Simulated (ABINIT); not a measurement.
## LiHS (Ama2): a self-consistent loop beyond G0W0, cycle by cycle

Aim: iterate the self-energy on LiHS (Ama2) and follow the gap from cycle to cycle.

Calculated with ABINIT 10.8.3; PBEsol and many-body steps on it, plane waves.

### 1. The structure

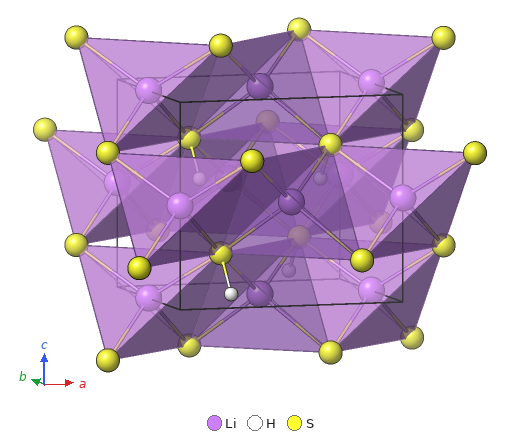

The starting structure, seen slightly off an axis (lithium purple, hydrogen white, sulfur yellow). This picture shows the conventional cell, with its axes. Some periodic images of atoms are drawn too.

The cell and positions come from the Crystallography Open Database and are kept as given unless a step says otherwise.

### 2. Empty states on the mesh, 2×2×2 mesh, 79 bands

This step: ABINIT 10.8.3; DFT, PBEsol, plane waves, norm-conserving pseudopotentials.

The sums over transitions need many empty states on a uniform mesh; this step solves for them.

File run.abi:

```
acell 3*1.0 Angstrom
rprim 
  6.156870000000 0.000000000000 0.000000000000
  0.000000000000 2.809205000000 2.757390000000
  0.000000000000 -2.809205000000 2.757390000000
ntypat 3
znucl 3 1 16
natom 6
typat 1 1 2 2 3 3
xred 
  0.500000000000 0.501660000000 0.501660000000
  0.000000000000 0.501660000000 0.501660000000
  0.250000000000 0.133090000000 0.983490000000
  0.750000000000 0.983490000000 0.133090000000
  0.750000000000 0.998760000000 0.475340000000
  0.250000000000 0.475340000000 0.998760000000
pp_dirpath "pseudos"
pseudos "Li.upf, H.upf, S.upf"
ecut 33
ngkpt 2 2 2
nshiftk 1
shiftk 0 0 0
kptopt 1
chksymbreak 0
iscf -2
irdden 1
istwfk *1
nband 79
nbdbuf 6
tolwfr 1e-09
nstep 60
prtvol 0
indata_prefix "in"
outdata_prefix "out"
tmpdata_prefix "tmp"
```

Started as:

```bash
> OMP_NUM_THREADS=1 mpirun -n 8 abinit run.abi > log
```

Numbers of over 12 decimals in the logs are rounded to 6 here.

The program printed:

```text
.Version 10.8.3 of ABINIT. v10.8.2 released Aug 2026.

 Symmetries : space group Am a 2 (# 40); Bravais oC (1-face-center ortho.)
[... echo of the input left out ...]
== DATASET  1 ==================================================================
-   mpi_nproc: 8, omp_nthreads: 1 (-1 if OMP is not activated)
-    --> not optimal distribution: autoparal keyword recommended in input file <--

--- !DatasetInfo
iteration_state: {dtset: 1, }
dimensions: {natom: 6, nkpt: 6, mband: 79, nsppol: 1, nspinor: 1, nspden: 1, mpw: 5848, }
cutoff_energies: {ecut:  33.0, pawecutdg:  -1.0, }
[...]
1.19293    1.24409    1.26322    1.31366    1.32551    1.33404    1.35426    1.37694
   1.38007    1.38587    1.38865    1.39951    1.40971    1.43017    1.49448    1.49976
   1.52096    1.52705    1.52974    1.54088    1.54384    1.55826    1.56960
 prteigrs : prtvol=0 or 1, do not print more k-points.

== END DATASET(S) ==============================================================
================================================================================

 -outvars: echo values of variables after computation  --------
            nband          79
             nkpt           6
          spgroup          40
 [... the other variables as echoed above ...]

 Calculation completed.
```

Run time: 14 s. Hardware: 8 MPI ranks of Arm Neoverse V1, shared host; peak memory 0.57 GiB; 1.8 min of CPU time.

Numbers from this step:

```
gap                                                           : 3.330 eV
k of the valence top                                          : 0, 0, 0
k of the conduction bottom                                    : 0, 0, 0
least direct gap                                              : 3.330 eV
k points computed                                             : 6
lowest point of the top converged band, above the valence top : 38.80 eV
```

On this mesh the gap is 3.330 eV.

The density comes from a self-consistent run that is not shown.

### 3. Screening, 2×2×2 mesh, 73 bands, screening to 106.1 eV

The RPA dielectric matrix is built and inverted for each q.

This step: RPA screening on PBEsol, plane waves, norm-conserving pseudopotentials.

Edit run.abi of step 2 so:

```diff
@@ -24,10 +24,11 @@
 chksymbreak 0
-iscf -2
-irdden 1
 istwfk *1
-nband 79
-nbdbuf 6
-tolwfr 1e-09
-nstep 60
-prtvol 0
+occopt 1
+irdwfk 1
+optdriver 3
+nband 73
+ecuteps 3.9
+inclvkb 2
+awtr 1
+symchi 1
 indata_prefix "in"
```

The program printed:

```text
.Version 10.8.3 of ABINIT. v10.8.2 released Aug 2026.

 Symmetries : space group Am a 2 (# 40); Bravais oC (1-face-center ortho.)
[... echo of the input left out ...]
== DATASET  1 ==================================================================
-   mpi_nproc: 8, omp_nthreads: 1 (-1 if OMP is not activated)

--- !DatasetInfo
iteration_state: {dtset: 1, }
dimensions: {natom: 6, nkpt: 6, mband: 73, nsppol: 1, nspinor: 1, nspden: 1, mpw: 5848, }
cutoff_energies: {ecut:  33.0, pawecutdg:  -1.0, }
electrons: {nelect:   2.00000000E+01, charge:   0.00000000E+00, occopt:   1.00000000E+00, tsmear:   1.00000000E-02, }

 SCREENING: Calculation of the susceptibility and dielectric matrices

 Based on a program developped by R.W. Godby, V. Olevano, G. Onida, and L. Reining.
 Incorporated in ABINIT by V. Olevano, G.-M. Rignanese, and M. Torrent.
.Using double precision arithmetic ; gwpc =  8

[... cell and pseudopotentials left out ...]
--------------------------------------------------------------------------------

 ==== K-mesh for the wavefunctions ====
 Number of points in the irreducible wedge :     6
[... list of points left out ...]
 Together with  4 symmetry operations and time-reversal symmetry
 yields     8 points in the full Brillouin Zone.

 ==== Q-mesh for the screening function ====
 Number of points in the irreducible wedge :     6
[... list of points left out ...]
 Together with  4 symmetry operations and time-reversal symmetry
 yields     8 points in the full Brillouin Zone.

 setmesh: FFT mesh size selected  =    48x   30x   30
          total number of points  =        43200

 vcoul_init : cutoff-mode = AUXILIARY_FUNCTION
 q-points for optical limit:   1
     1)      0.000010    0.000020    0.000030

- screening: taking advantage of time-reversal symmetry
- Maximum band index for partially occupied states nbvw = 10
- Remaining bands to be divided among processors   nbcw = 63
- Number of bands treated by each node ~7

 Number of electrons calculated from density =   20.0000; Expected =   20.0000
 average of density, n =  0.031071
 r_s =    1.9733
 omega_plasma =   17.0034 [eV]

 calculating chi0 at frequencies [eV] :
  1    0.000000E+00    0.000000E+00
  2    0.000000E+00    1.700343E+01

--------------------------------------------------------------------------------
  q-point number  1        q = ( 0.000000, 0.000000, 0.000000) [r.l.u.]
--------------------------------------------------------------------------------
[... chi0 elements left out ...]
 For q-point:  0.000010 0.000020 0.000030
  dielectric constant =   3.7276
  dielectric constant without local fields =   4.6170

  Average fulfillment of the sum rule on Im[epsilon] for q-point    1 :     61.77  [%]
[... wings left out ...]
  q-point number  2        q = ( 0.500000, 0.000000, 0.000000) [r.l.u.]
--------------------------------------------------------------------------------
[... chi0 elements left out ...]
  Average fulfillment of the sum rule on Im[epsilon] for q-point    2 :     70.92  [%]

 [... 4 further q-points ...]
```

Wall time 6.1 s (8 MPI ranks); peak memory 1.2 GiB.

Numbers from this step:

| Property | Result |
| --- | --- |
| ε∞ with local fields, on this mesh, along the program's q direction | 3.728 |
| the same without local fields | 4.617 |
| plasma frequency | 17.00 eV |
| plane waves in the screening matrix | 239 |

Local fields lower ε∞ by 19 %. On a Γ-centred mesh this coarse the value itself is usually too large, while a short band sum pulls it down.

### 4. G0W0

The self-energy is evaluated for the states that the input lists, and the levels follow from it, in one-shot runs by the linearised quasiparticle equation.

This step: G0W0 on PBEsol, plane waves, norm-conserving pseudopotentials.

Edit run.abi of step 3 so:

```diff
@@ -27,8 +27,15 @@
 irdwfk 1
-optdriver 3
+optdriver 4
 nband 73
+gwcalctyp 0
+ecutsigx 33
+symsigma 1
+nkptgw 1
+kptgw 
+  0.0000000000 0.0000000000 0.0000000000
+bdgw 
+  9 12
 ecuteps 3.9
-inclvkb 2
-awtr 1
-symchi 1
+irdscr 1
+ppmodel 1
 indata_prefix "in"
```

The program printed:

```text
.Version 10.8.3 of ABINIT. v10.8.2 released Aug 2026.

 Symmetries : space group Am a 2 (# 40); Bravais oC (1-face-center ortho.)
[... echo of the input left out ...]
== DATASET  1 ==================================================================
-   mpi_nproc: 8, omp_nthreads: 1 (-1 if OMP is not activated)

--- !DatasetInfo
iteration_state: {dtset: 1, }
dimensions: {natom: 6, nkpt: 6, mband: 73, nsppol: 1, nspinor: 1, nspden: 1, mpw: 5848, }
cutoff_energies: {ecut:  33.0, pawecutdg:  -1.0, }
electrons: {nelect:   2.00000000E+01, charge:   0.00000000E+00, occopt:   1.00000000E+00, tsmear:   1.00000000E-02, }

 SIGMA: Calculation of the GW corrections

 Based on a program developped by R.W. Godby, V. Olevano, G. Onida, and L. Reining.
 Incorporated in ABINIT by V. Olevano, G.-M. Rignanese, and M. Torrent.
.Using double precision arithmetic ; gwpc =  8

[... cell and pseudopotentials left out ...]
--------------------------------------------------------------------------------

 ==== K-mesh for the wavefunctions ====
 Number of points in the irreducible wedge :     6
[... list of points left out ...]
 Together with  4 symmetry operations and time-reversal symmetry
 yields     8 points in the full Brillouin Zone.

 ==== Q-mesh for screening function ====
 Number of points in the irreducible wedge :     6
[... list of points left out ...]
 Together with  4 symmetry operations and time-reversal symmetry
 yields     8 points in the full Brillouin Zone.

 vcoul_init : cutoff-mode = AUXILIARY_FUNCTION
 q-points for optical limit:   1
     1)      0.000010    0.000020    0.000030
 setmesh: FFT mesh size selected  =    64x   40x   40
          total number of points  =       102400

 Number of electrons calculated from density =   20.0000; Expected =   20.0000
 average of density, n =  0.031071
 r_s =    1.9733
 omega_plasma =   17.0034 [eV]

 === KS Band Gaps ===
  >>>> For spin  1
   Minimum direct gap =   3.3299 [eV], located at k-point      :   0.0000  0.0000  0.0000
   Fundamental gap    =   3.3299 [eV], Top of valence bands at :   0.0000  0.0000  0.0000
                                       Bottom of conduction at :   0.0000  0.0000  0.0000
 SIGMA fundamental parameters:
 PLASMON POLE MODEL  1
 number of plane-waves for SigmaX                 5839
 number of plane-waves for SigmaC and W            239
 number of plane-waves for wavefunctions          5839
 number of bands                                    73
 number of independent spin polarizations            1
 number of spinorial components                      1
 number of k-points in IBZ                           6
 number of q-points in IBZ                           6
 number of symmetry operations                       4
 number of k-points in BZ                            8
 number of q-points in BZ                            8
 number of frequencies for dSigma/dE                 9
 frequency step for dSigma/dE [eV]                0.25
 number of omega for Sigma on real axis              0
 max omega for Sigma on real axis  [eV]           0.00
 zcut for avoiding poles [eV]                     0.10

 EPSILON^-1 parameters (SCR file):
 dimension of the eps^-1 matrix on file            239
 dimension of the eps^-1 matrix used               239
 number of plane-waves for wavefunctions          5839
 number of bands                                    73
 number of q-points in IBZ                           6
 number of frequencies                               2
 number of real frequencies                          1
 number of imag frequencies                          1

 matrix elements of self-energy operator (all in [eV])

 Perturbative Calculation

--- !SelfEnergy_ee
iteration_state: {dtset: 1, }
kpoint     : [   0.000,    0.000,    0.000, ]
spin       : 1
KS_gap     :    3.330
QP_gap     :    5.474
Delta_QP_KS:    2.144
data: !SigmaeeData |
     Band     E0 <VxcDFT>   SigX SigC(E0)      Z dSigC/dE  Sig(E)    E-E0       E
        9  -0.707 -12.411 -15.817   2.127   0.795  -0.258 -13.428  -1.017  -1.724
       10  -0.122 -12.727 -15.736   1.901   0.797  -0.254 -13.611  -0.883  -1.005
       11   3.208  -8.834  -4.303  -3.007   0.827  -0.209  -7.573   1.260   4.468
       12   3.571  -8.614  -4.145  -2.916   0.828  -0.208  -7.328   1.286   4.857

== END DATASET(S) ==============================================================
================================================================================

 -outvars: echo values of variables after computation  --------
           etotal      0.0000000000E+00
            nband          73
             nkpt           6
          spgroup          40
 [... the other variables as echoed above ...]

 Calculation completed.
```

It took 3.1 s on 8 MPI ranks; peak memory 0.85 GiB.

Numbers from this step:

- G0W0 gap on the points computed: 5.473 eV
- starting gap on the mesh: 3.330 eV
- k of the valence top: 0, 0, 0
- k of the conduction bottom: 0, 0, 0
- Z at the valence top: 0.797
- Z at the conduction bottom: 0.827
- least direct G0W0 gap on the computed points: 5.473 eV

The gap on the mesh goes from 3.33 eV to 5.47 eV, a correction of +2.14 eV.

### 5. evGW0, cycle 1

This step: evGW0 on PBEsol, plane waves, norm-conserving pseudopotentials.

Edit run.abi of step 4 so:

```diff
@@ -29,10 +29,20 @@
 nband 73
-gwcalctyp 0
+gwcalctyp 10
 ecutsigx 33
 symsigma 1
-nkptgw 1
+nkptgw 6
 kptgw 
   0.0000000000 0.0000000000 0.0000000000
+  0.5000000000 0.0000000000 0.0000000000
+  0.0000000000 0.5000000000 0.0000000000
+  0.5000000000 0.5000000000 0.0000000000
+  0.0000000000 0.5000000000 0.5000000000
+  0.5000000000 0.5000000000 0.5000000000
 bdgw 
-  9 12
+  1 14
+  1 14
+  1 14
+  1 14
+  1 14
+  1 14
 ecuteps 3.9
```

The program printed:

```text
.Version 10.8.3 of ABINIT. v10.8.2 released Aug 2026.

 Symmetries : space group Am a 2 (# 40); Bravais oC (1-face-center ortho.)
[... echo of the input left out ...]
== DATASET  1 ==================================================================
-   mpi_nproc: 8, omp_nthreads: 1 (-1 if OMP is not activated)

--- !DatasetInfo
iteration_state: {dtset: 1, }
dimensions: {natom: 6, nkpt: 6, mband: 73, nsppol: 1, nspinor: 1, nspden: 1, mpw: 5848, }
cutoff_energies: {ecut:  33.0, pawecutdg:  -1.0, }
electrons: {nelect:   2.00000000E+01, charge:   0.00000000E+00, occopt:   1.00000000E+00, tsmear:   1.00000000E-02, }

 SIGMA: Calculation of the GW corrections

 Based on a program developped by R.W. Godby, V. Olevano, G. Onida, and L. Reining.
 Incorporated in ABINIT by V. Olevano, G.-M. Rignanese, and M. Torrent.
.Using double precision arithmetic ; gwpc =  8

[... cell and pseudopotentials left out ...]
--------------------------------------------------------------------------------

 ==== K-mesh for the wavefunctions ====
 Number of points in the irreducible wedge :     6
[... list of points left out ...]
 Together with  4 symmetry operations and time-reversal symmetry
 yields     8 points in the full Brillouin Zone.

 ==== Q-mesh for screening function ====
 Number of points in the irreducible wedge :     6
[... list of points left out ...]
 Together with  4 symmetry operations and time-reversal symmetry
 yields     8 points in the full Brillouin Zone.

 vcoul_init : cutoff-mode = AUXILIARY_FUNCTION
 q-points for optical limit:   1
     1)      0.000010    0.000020    0.000030
 setmesh: FFT mesh size selected  =    64x   40x   40
          total number of points  =       102400

 Number of electrons calculated from density =   20.0000; Expected =   20.0000
[...]
data: !SigmaeeData |
     Band     E_DFT   <VxcDFT>   E(N-1)  <Hhartree>   SigX  SigC[E(N-1)]    Z     dSigC/dE  Sig[E(N)]  DeltaE  E(N)_pert E(N)_diago
[...]
--- !SelfEnergy_ee
iteration_state: {dtset: 1, }
kpoint     : [   0.500,    0.500,    0.500, ]
spin       : 1
KS_gap     :    6.511
QP_gap     :    8.508
Delta_QP_KS:    1.997
data: !SigmaeeData |
     Band     E_DFT   <VxcDFT>   E(N-1)  <Hhartree>   SigX  SigC[E(N-1)]    Z     dSigC/dE  Sig[E(N)]  DeltaE  E(N)_pert E(N)_diago
[...]
13     7.295    -8.115     7.295    15.410    -3.452    -3.111     0.833    -0.201    -6.823     1.292     8.587     8.846
       14     7.295    -8.115     7.295    15.410    -3.452    -3.111     0.833    -0.201    -6.823     1.292     8.587     8.846

 New Fermi energy :        6.435035E-02 Ha ,    1.751062E+00 eV
 New Exchange energy :    -7.884736E+00 Ha ,   -2.145546E+02 eV

 === QP Band Gaps ===
  >>>> For spin  1
   Minimum direct gap =   5.9616 [eV], located at k-point      :   0.0000  0.0000  0.0000
   Fundamental gap    =   5.9616 [eV], Top of valence bands at :   0.0000  0.0000  0.0000
                                       Bottom of conduction at :   0.0000  0.0000  0.0000

 writing QP data on file : out_QPS

 Convergence of QP corrections
 >>>>> For spin  1 <<<<<
.  kptgw no:  1; Maximum DeltaE = (  -7.634   0.001) for band index:  2
.  kptgw no:  2; Maximum DeltaE = (  -7.629  -0.001) for band index:  2
.  kptgw no:  3; Maximum DeltaE = (  -7.637   0.001) for band index:  2
.  kptgw no:  4; Maximum DeltaE = (  -7.627  -0.000) for band index:  1
.  kptgw no:  5; Maximum DeltaE = (  -7.656   0.002) for band index:  2
.  kptgw no:  6; Maximum DeltaE = (  -7.634  -0.001) for band index:  1

== END DATASET(S) ==============================================================
================================================================================

 -outvars: echo values of variables after computation  --------
           etotal      0.0000000000E+00
            nband          73
             nkpt           6
          spgroup          40
 [... the other variables as echoed above ...]

 Calculation completed.
```

Elapsed: 21 s, on 8 MPI ranks; peak memory 2.1 GiB; 2.8 min of CPU time.

This step gave:

* quasiparticle gap on the mesh: 5.962 eV
* gap of the density functional on the mesh: 3.330 eV
* k of the valence top: 0, 0, 0
* k of the conduction bottom: 0, 0, 0
* Z at the valence top: 0.797
* Z at the conduction bottom: 0.827
* least direct quasiparticle gap on the computed points: 5.962 eV

Against G0W0 in ABINIT (2×2×2 mesh, 73 bands, screening to 106.1 eV, Godby-Needs plasmon pole), the gap moves by +0.489 eV. This first cycle still uses the starting levels; it takes the full correction, at all points of the mesh, and its linearised value is 5.473 eV.

### 6. evGW0, cycle 2

The corrected levels of the last cycle go back in.

Edit run.abi of step 5 so:

```diff
@@ -50,2 +50,3 @@
 ppmodel 1
+irdqps 1
 indata_prefix "in"
```

The program printed:

```text
.Version 10.8.3 of ABINIT. v10.8.2 released Aug 2026.

 Symmetries : space group Am a 2 (# 40); Bravais oC (1-face-center ortho.)
[... echo of the input left out ...]
== DATASET  1 ==================================================================
-   mpi_nproc: 8, omp_nthreads: 1 (-1 if OMP is not activated)

--- !DatasetInfo
iteration_state: {dtset: 1, }
dimensions: {natom: 6, nkpt: 6, mband: 73, nsppol: 1, nspinor: 1, nspden: 1, mpw: 5848, }
cutoff_energies: {ecut:  33.0, pawecutdg:  -1.0, }
[...]
.  kptgw no:  4; Maximum DeltaE = (  -0.106   0.148) for band index:  3
.  kptgw no:  5; Maximum DeltaE = (  -0.186  -0.000) for band index: 14
.  kptgw no:  6; Maximum DeltaE = (  -0.165   0.016) for band index:  3

== END DATASET(S) ==============================================================
================================================================================

 -outvars: echo values of variables after computation  --------
           etotal      0.0000000000E+00
            nband          73
             nkpt           6
          spgroup          40
 [... the other variables as echoed above ...]

 Calculation completed.
```

Wall time 21 s (8 MPI ranks); peak memory 2.1 GiB; 2.8 min of CPU time.

This step gave:

| Item | Value |
| --- | --- |
| quasiparticle gap on the mesh | 5.762 eV |
| gap of the density functional on the mesh | 3.330 eV |
| k of the valence top | 0, 0, 0 |
| k of the conduction bottom | 0, 0, 0 |
| least direct quasiparticle gap on the computed points | 5.762 eV |

Against the cycle before, the gap moves by −0.200 eV.

(Continued in part 2 of 3.)

[Paths, hosts, dates, memory and timing lines, banners, echoed tables and standing remarks are left out of the program output.]

[Logs are printed without paths, hosts, clocks, repeated set-up lines and the standing remarks that a program may print on its own settings, such as how far it seeks lower states.]

[Runs of the session that timed out or met a known fault of the program may be left out.]

[Hosts, paths, dates, database ids (printed as entryN), source tags and the programs' standing remarks are cut or masked in the printed files.]

[G0W0 gaps are taken among the corrected bands and points alone; a level outside them can change the order at an edge.]

[Where Ansatz stands beside ABINIT at settings called matched, ABINIT's density can come from a denser mesh and the files from another edition; pairs whose starting gaps differed by over 0.03 eV were left out, so agreement reads better than it is.]
